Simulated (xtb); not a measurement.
Run report: CH₈NSi (charge +1), geometry relaxation (part 3 of 4)

The same run, continued: CH₈NSi, charge +1; GFN2-xTB (xtb 6.7.1). The atoms were displaced at random from an optimised geometry.

Geometry of the input (Å):
```
C  -1.2994  0.7796  0.1569
Si -0.2845  -0.5939  -0.5774
N  1.2162  -0.3519  0.4623
H  -2.2779  0.7859  -0.8083
H  -0.9754  1.7550  -0.1141
H  -1.4890  0.5976  0.9037
H  -0.5525  -2.1084  -0.2596
H  0.5579  -0.3227  -1.7386
H  2.1741  -0.8890  0.1720
H  1.2232  -0.2226  1.6213
H  1.7841  0.5555  0.4870
```

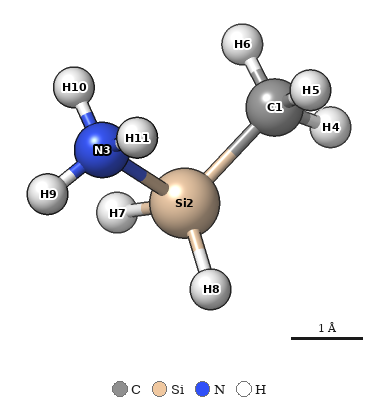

**Figure 1.** The geometry at step 5 of the log (ball-and-stick view, seen at a tilt; atoms are numbered from 1 in the order of the input).

Log, continued:
```
 ANCopt (total)                0 d,  0 h,  0 min,  0.057 sec
 optimizer setup                ...        0 min,  0.000 sec (  0.138%)
 model hessian                  ...        0 min,  0.001 sec (  1.936%)
 ANC generation                 ...        0 min,  0.000 sec (  0.328%)
 coordinate transformation      ...        0 min,  0.000 sec (  0.118%)
 single point calculation       ...        0 min,  0.052 sec ( 91.435%)
 optimization log               ...        0 min,  0.001 sec (  1.371%)
 hessian update                 ...        0 min,  0.000 sec (  0.162%)
 rational function              ...        0 min,  0.001 sec (  1.541%)

================
 final structure:
================
11
 xtb: 6.7.1
C           -1.34508425426812        0.76325248784491       -0.02693434664864
Si          -0.17119941064277       -0.57830016128620       -0.62450952434080
N            1.37648112632566       -0.29189612490027        0.54318851004379
H           -2.27448538634413        0.73883240275106       -0.59159446976230
H           -0.93091750032654        1.76375337732067       -0.15081695383796
H           -1.61429135882839        0.64287795775035        1.02262850950139
H           -0.47041366363888       -1.95573490941673       -0.25800787067060
H            0.48567443441691       -0.38542851635637       -1.90984731134901
H            2.11860296169224       -0.96585800046160        0.35279955426220
H            1.12754768524286       -0.38627900821371        1.52858406970149
H            1.77495536637120        0.63976049496791        0.41979983310043

 Bond Distances (Angstroems)
 ---------------------------
C1-Si2=1.8801        C1-H4=1.0878         C1-H5=1.0899         C1-H6=1.0902         Si2-C1=1.8801        Si2-N3=1.9598
Si2-H7=1.4564        Si2-H8=1.4563        N3-Si2=1.9598        N3-H9=1.0204         N3-H10=1.0207        N3-H11=1.0208
H4-C1=1.0878         H5-C1=1.0899         H6-C1=1.0902         H7-Si2=1.4564        H8-Si2=1.4563        H9-N3=1.0204
H10-N3=1.0207        H11-N3=1.0208
 C  H  Rav=1.0893 sigma=0.0011  Rmin=1.0878  Rmax=1.0902     3
 N  H  Rav=1.0206 sigma=0.0002  Rmin=1.0204  Rmax=1.0208     3
 Si H  Rav=1.4564 sigma=0.0001  Rmin=1.4563  Rmax=1.4564     2
 Si C  Rav=1.8801 sigma=0.0000  Rmin=1.8801  Rmax=1.8801     1
 Si N  Rav=1.9598 sigma=0.0000  Rmin=1.9598  Rmax=1.9598     1

 selected bond angles (degree)
 --------------------
H4-C1-Si2=110.64               H5-C1-Si2=112.43               H5-C1-H4=106.64                H6-C1-Si2=112.42
H6-C1-H4=106.64                H6-C1-H5=107.74                N3-Si2-C1=101.50               H7-Si2-C1=117.81
H7-Si2-N3= 98.66               H8-Si2-C1=117.88               H8-Si2-N3= 98.65               H8-Si2-H7=116.11
H9-N3-Si2=111.51               H10-N3-Si2=111.66              H10-N3-H9=107.24               H11-N3-Si2=111.69
H11-N3-H9=107.24               H11-N3-H10=107.23

 selected dihedral angles (degree)
 ---------------------------------
N3-Si2-C1-H4=179.85           N3-Si2-C1-H5= 60.75           N3-Si2-C1-H6=298.95           H7-Si2-C1-H4=286.18
H7-Si2-C1-H5=167.07           H7-Si2-C1-H6= 45.27           H8-Si2-C1-H4= 73.52           H8-Si2-C1-H5=314.41
H8-Si2-C1-H6=192.62           H9-N3-Si2-C1=179.13           H9-N3-Si2-H7= 58.29           H9-N3-Si2-H8=300.03
H10-N3-Si2-C1= 59.17          H10-N3-Si2-H7=298.33          H10-N3-Si2-H8=180.08          H11-N3-Si2-C1=299.10
H11-N3-Si2-H7=178.26          H11-N3-Si2-H8= 60.01
           -------------------------------------------------
          |                Final Singlepoint                |
           -------------------------------------------------

          ...................................................
          :                      SETUP                      :
          :.................................................:
          :  # basis functions                  26          :
          :  # atomic orbitals                  25          :
          :  # shells                           15          :
          :  # electrons                        20          :
          :  max. iterations                   250          :
          :  Hamiltonian                  GFN2-xTB          :
          :  restarted?                      false          :
          :  GBSA solvation                  false          :
          :  PC potential                    false          :
          :  electronic temp.          300.0000000     K    :
          :  accuracy                    1.0000000          :
          :  -> integral cutoff          0.2500000E+02      :
          :  -> integral neglect         0.1000000E-07      :
          :  -> SCF convergence          0.1000000E-05 Eh   :
          :  -> wf. convergence          0.1000000E-03 e    :
          :  Broyden damping             0.4000000          :
          :  net charge                          1          :
          :  unpaired electrons                  0          :
          ...................................................

 iter      E             dE          RMSdq      gap      omega  full diag
   1    -10.5971207 -0.105971E+02  0.843E-05    5.59       0.0  T
   2    -10.5971207 -0.277467E-11  0.583E-05    5.59     517.2  T
   3    -10.5971207  0.438760E-12  0.419E-05    5.59     720.3  T

   *** convergence criteria satisfied after 3 iterations ***

         #    Occupation            Energy/Eh            Energy/eV
      -------------------------------------------------------------
         1        2.0000           -0.9358353             -25.4654
       ...           ...                  ...                  ...
         4        2.0000           -0.7578925             -20.6233
         5        2.0000           -0.7338489             -19.9690
         6        2.0000           -0.6775867             -18.4381
         7        2.0000           -0.6376264             -17.3507
         8        2.0000           -0.6303349             -17.1523
         9        2.0000           -0.6090362             -16.5727
        10        2.0000           -0.5998522             -16.3228 (HOMO)
        11                         -0.3943905             -10.7319 (LUMO)
        12                         -0.3642632              -9.9121
        13                         -0.3429876              -9.3332
        14                         -0.2656711              -7.2293
        15                         -0.2375174              -6.4632
       ...                                ...                  ...
        25                          0.5226406              14.2218
      -------------------------------------------------------------
                  HL-Gap            0.2054617 Eh            5.5909 eV
             Fermi-level           -0.4971213 Eh          -13.5274 eV

 SCC (total)                   0 d,  0 h,  0 min,  0.002 sec
 SCC setup                      ...        0 min,  0.000 sec (  1.891%)
 Dispersion                     ...        0 min,  0.000 sec (  0.846%)
 classical contributions        ...        0 min,  0.000 sec (  0.378%)
 integral evaluation            ...        0 min,  0.000 sec ( 22.141%)
 iterations                     ...        0 min,  0.000 sec ( 26.316%)
 molecular gradient             ...        0 min,  0.001 sec ( 45.666%)
 printout                       ...        0 min,  0.000 sec (  2.501%)

         :::::::::::::::::::::::::::::::::::::::::::::::::::::
         ::                     SUMMARY                     ::
         :::::::::::::::::::::::::::::::::::::::::::::::::::::
         :: total energy             -10.457814999981 Eh    ::
         :: gradient norm              0.000343859487 Eh/a0 ::
         :: HOMO-LUMO gap              5.590896512335 eV    ::
         ::.................................................::
         :: SCC energy               -10.597116360176 Eh    ::
         :: -> isotropic ES            0.111611196677 Eh    ::
         :: -> anisotropic ES         -0.006841559025 Eh    ::
         :: -> anisotropic XC          0.000384561172 Eh    ::
         :: -> dispersion             -0.003835035304 Eh    ::
         :: repulsion energy           0.139301360195 Eh    ::
         :: add. restraining           0.000000000000 Eh    ::
         :: total charge               1.000000000000 e     ::
         :::::::::::::::::::::::::::::::::::::::::::::::::::::

           -------------------------------------------------
          |                Property Printout                |
           -------------------------------------------------

    * Orbital Energies and Occupations

         #    Occupation            Energy/Eh            Energy/eV
      -------------------------------------------------------------
         1        2.0000           -0.9358353             -25.4654
         2        2.0000           -0.8406959             -22.8765
         3        2.0000           -0.7580160             -20.6267
         4        2.0000           -0.7578925             -20.6233
         5        2.0000           -0.7338489             -19.9690
         6        2.0000           -0.6775867             -18.4381
         7        2.0000           -0.6376264             -17.3507
         8        2.0000           -0.6303349             -17.1523
         9        2.0000           -0.6090362             -16.5727
        10        2.0000           -0.5998522             -16.3228 (HOMO)
        11                         -0.3943905             -10.7319 (LUMO)
        12                         -0.3642632              -9.9121
        13                         -0.3429876              -9.3332
        14                         -0.2656711              -7.2293
        15                         -0.2375174              -6.4632
        16                         -0.1997018              -5.4342
        17                         -0.0641011              -1.7443
        18                         -0.0435093              -1.1839
        19                         -0.0426857              -1.1615
        20                          0.0417315               1.1356
        21                          0.0649632               1.7677
       ...                                ...                  ...
        25                          0.5226406              14.2218
      -------------------------------------------------------------
                  HL-Gap            0.2054617 Eh            5.5909 eV
             Fermi-level           -0.4971213 Eh          -13.5274 eV

     #   Z          covCN         q      C6AA      α(0)
     1   6 C        3.651    -0.225    25.361     7.233
     2  14 Si       3.504     0.522    99.876    19.331
     3   7 N        3.364    -0.312    28.017     7.862
     4   1 H        0.925     0.097     1.815     2.107
     5   1 H        0.925     0.101     1.776     2.084
     6   1 H        0.925     0.101     1.776     2.084
     7   1 H        0.920     0.001     3.048     2.730
     8   1 H        0.920     0.001     3.046     2.730
     9   1 H        0.860     0.238     0.932     1.513
    10   1 H        0.860     0.238     0.930     1.510
    11   1 H        0.860     0.238     0.930     1.510

 Mol. C6AA /au·bohr⁶  :        928.460922
 Mol. C8AA /au·bohr⁸  :      29239.257467
 Mol. α(0) /au        :         50.693425

Wiberg/Mayer (AO) data.
largest (>0.10) Wiberg bond orders for each atom

 ---------------------------------------------------------------------------
     #   Z sym  total        # sym  WBO       # sym  WBO       # sym  WBO
 ---------------------------------------------------------------------------
     1   6 C    3.987 --     2 Si   1.025     4 H    0.962     5 H    0.950
                             6 H    0.950
     2  14 Si   3.475 --     1 C    1.025     7 H    0.892     8 H    0.892
                             3 N    0.574
     3   7 N    3.482 --     9 H    0.942    11 H    0.941    10 H    0.941
                             2 Si   0.574
     4   1 H    0.991 --     1 C    0.962
     5   1 H    0.990 --     1 C    0.950
     6   1 H    0.990 --     1 C    0.950
     7   1 H    1.000 --     2 Si   0.892
     8   1 H    1.000 --     2 Si   0.892
     9   1 H    0.943 --     3 N    0.942
    10   1 H    0.943 --     3 N    0.941
    11   1 H    0.943 --     3 N    0.941
 ---------------------------------------------------------------------------

Topologies differ in total number of bonds
Writing topology from bond orders to xtbtopo.mol

molecular dipole:
                 x           y           z       tot (Debye)
 q only:        0.949      -0.451       0.166
   full:        1.210      -0.384       0.381       3.370
molecular quadrupole (traceless):
                xx          xy          yy          xz          yz          zz
 q only:        4.128      -1.845      -2.335       2.987       0.445      -1.792
  q+dip:        4.406      -2.235      -2.269       2.553      -0.106      -2.136
   full:        5.496      -1.728      -3.486       4.403       0.236      -2.010

           -------------------------------------------------
          |                Geometry Summary                 |
           -------------------------------------------------

      molecular mass/u    :       62.1664638
   center of mass at/Å    :       -0.0235709      -0.1780779      -0.1582534
  moments of inertia/u·Å² :        0.3549090E+02   0.8431732E+02   0.1078035E+03
rotational constants/cm⁻¹ :        0.4749846E+00   0.1999308E+00   0.1563737E+00

 * 9 selected distances

     #   Z          #   Z                                           value/Å
     1   6 C        2  14 Si                                      1.8801239 (max)
     1   6 C        4   1 H                                       1.0877610
     1   6 C        5   1 H                                       1.0899006
     1   6 C        6   1 H                                       1.0902041
     2  14 Si       7   1 H                                       1.4564270
     2  14 Si       8   1 H                                       1.4562885
     3   7 N        9   1 H                                       1.0204007 (min)
     3   7 N       10   1 H                                       1.0207255
     3   7 N       11   1 H                                       1.0207795

 * 4 distinct bonds (by element types)

   Z      Z             #   av. dist./Å        max./Å        min./Å
   1 H    6 C           3     1.0892886     1.0902041     1.0877610
   1 H    7 N           3     1.0206352     1.0207795     1.0204007
   1 H   14 Si          2     1.4563578     1.4564270     1.4562885
   6 C   14 Si          1     1.8801239     1.8801239     1.8801239

optimized geometry written to: xtbopt.xyz

           -------------------------------------------------
          | TOTAL ENERGY              -10.457814999981 Eh   |
          | GRADIENT NORM               0.000343859487 Eh/α |
          | HOMO-LUMO GAP               5.590896512335 eV   |
           -------------------------------------------------

------------------------------------------------------------------------
------------------------------------------------------------------------
 total:
 *  cpu-time:     0 d,  0 h,  0 min,  0.071 sec
 * ratio c/w:     1.000 speedup
 SCF:
 *  cpu-time:     0 d,  0 h,  0 min,  0.005 sec
 * ratio c/w:     1.000 speedup
 ANC optimizer:
 *  cpu-time:     0 d,  0 h,  0 min,  0.059 sec
 * ratio c/w:     1.000 speedup
```

Standard error:
```
normal termination of xtb
```

Trajectory as extended XYZ (Å, eV, eV/Å), 20 frames, from step=0 to step=19:
```
11
Properties=species:S:1:pos:R:3 step=0 energy=-279.51280
C    -1.2994    0.7796    0.1569
Si   -0.2845   -0.5939   -0.5774
N     1.2162   -0.3519    0.4623
H    -2.2779    0.7859   -0.8083
H    -0.9754    1.7550   -0.1141
H    -1.4890    0.5976    0.9037
H    -0.5525   -2.1084   -0.2596
H     0.5579   -0.3227   -1.7386
H     2.1741   -0.8890    0.1720
H     1.2232   -0.2226    1.6213
H     1.7841    0.5555    0.4870
11
Properties=species:S:1:pos:R:3 step=1 energy=-283.50720
C    -1.3073    0.7932    0.0377
Si   -0.2454   -0.6146   -0.5750
N     1.2680   -0.3358    0.4955
H    -2.2593    0.7838   -0.7610
H    -0.9503    1.7784   -0.1423
H    -1.5593    0.5661    1.0204
H    -0.5513   -2.0786   -0.2661
H     0.5500   -0.3280   -1.7563
H     2.1441   -0.8981    0.1951
H     1.2156   -0.2589    1.5949
H     1.7720    0.5775    0.4623
11
Properties=species:S:1:pos:R:3 step=2 energy=-284.41559
C    -1.3541    0.7811   -0.0255
Si   -0.1991   -0.6150   -0.5616
N     1.3259   -0.2975    0.5265
H    -2.2137    0.7839   -0.6522
H    -0.9251    1.7742   -0.1400
H    -1.6362    0.5645    0.9852
H    -0.5385   -2.0155   -0.2689
H     0.5244   -0.3557   -1.8040
H     2.1093   -0.9286    0.2688
H     1.2233   -0.3431    1.5643
H     1.7606    0.6367    0.4126
11
Properties=species:S:1:pos:R:3 step=3 energy=-284.50834
C    -1.3462    0.7756   -0.0455
Si   -0.1629   -0.5916   -0.5949
N     1.3542   -0.2880    0.5408
H    -2.3195    0.7785   -0.6027
H    -0.8890    1.7666   -0.1347
H    -1.6177    0.5721    0.9811
H    -0.4998   -1.9556   -0.2491
H     0.5186   -0.3884   -1.8768
H     2.1035   -0.9502    0.3297
H     1.1861   -0.3867    1.5485
H     1.7496    0.6527    0.4089
11
Properties=species:S:1:pos:R:3 step=4 energy=-284.55428
C    -1.3443    0.7724   -0.0253
Si   -0.1646   -0.5702   -0.6171
N     1.3641   -0.2876    0.5377
H    -2.2338    0.7598   -0.6315
H    -0.9108    1.7720   -0.0921
H    -1.6445    0.5716    1.0049
H    -0.4775   -1.9249   -0.2159
H     0.5041   -0.4086   -1.9088
H     2.0963   -0.9594    0.3335
H     1.1463   -0.3895    1.5246
H     1.7416    0.6494    0.3953
11
Properties=species:S:1:pos:R:3 step=5 energy=-284.56094
C    -1.3404    0.7632   -0.0260
Si   -0.1589   -0.5758   -0.6220
N     1.3752   -0.2842    0.5340
H    -2.2505    0.7958   -0.6163
H    -0.9315    1.7652   -0.1022
H    -1.6403    0.5723    1.0054
H    -0.4817   -1.9426   -0.2234
H     0.5014   -0.4167   -1.9128
H     2.1156   -0.9627    0.3403
H     1.1264   -0.3770    1.5257
H     1.7615    0.6475    0.4027
11
Properties=species:S:1:pos:R:3 step=6 energy=-284.56743
C    -1.3392    0.7696   -0.0256
Si   -0.1669   -0.5766   -0.6198
N     1.3736   -0.2852    0.5360
H    -2.2546    0.7675   -0.6183
H    -0.9115    1.7679   -0.0965
H    -1.6418    0.5848    1.0062
H    -0.4888   -1.9501   -0.2437
H     0.4937   -0.4129   -1.9051
H     2.1183   -0.9600    0.3451
H     1.1276   -0.3654    1.5241
H     1.7665    0.6453    0.4028
11
Properties=species:S:1:pos:R:3 step=7 energy=-284.56950
C    -1.3411    0.7664   -0.0261
Si   -0.1702   -0.5804   -0.6206
N     1.3742   -0.2860    0.5376
H    -2.2511    0.7782   -0.6227
H    -0.9082    1.7640   -0.0933
H    -1.6488    0.5883    1.0068
H    -0.4791   -1.9512   -0.2416
H     0.4851   -0.4140   -1.9095
H     2.1188   -0.9563    0.3506
H     1.1308   -0.3707    1.5230
H     1.7664    0.6466    0.4010
11
Properties=species:S:1:pos:R:3 step=8 energy=-284.57034
C    -1.3422    0.7644   -0.0254
Si   -0.1733   -0.5811   -0.6246
N     1.3766   -0.2832    0.5358
H    -2.2484    0.7772   -0.6254
H    -0.9064    1.7609   -0.0910
H    -1.6533    0.5957    1.0084
H    -0.4705   -1.9520   -0.2370
H     0.4749   -0.4092   -1.9172
H     2.1201   -0.9604    0.3571
H     1.1256   -0.3744    1.5224
H     1.7739    0.6472    0.4023
11
Properties=species:S:1:pos:R:3 step=9 energy=-284.57093
C    -1.3436    0.7618   -0.0259
Si   -0.1741   -0.5838   -0.6244
N     1.3789   -0.2856    0.5375
H    -2.2504    0.7809   -0.6252
H    -0.9055    1.7572   -0.0916
H    -1.6571    0.6005    1.0081
H    -0.4711   -1.9569   -0.2402
H     0.4723   -0.4051   -1.9167
H     2.1229   -0.9610    0.3573
H     1.1267   -0.3674    1.5225
H     1.7778    0.6445    0.4040
11
Properties=species:S:1:pos:R:3 step=10 energy=-284.57112
C    -1.3441    0.7625   -0.0257
Si   -0.1747   -0.5840   -0.6227
N     1.3788   -0.2859    0.5377
H    -2.2517    0.7778   -0.6256
H    -0.9067    1.7573   -0.0943
H    -1.6569    0.6040    1.0081
H    -0.4718   -1.9579   -0.2418
H     0.4747   -0.4031   -1.9128
H     2.1216   -0.9610    0.3544
H     1.1297   -0.3689    1.5237
H     1.7780    0.6442    0.4042
```
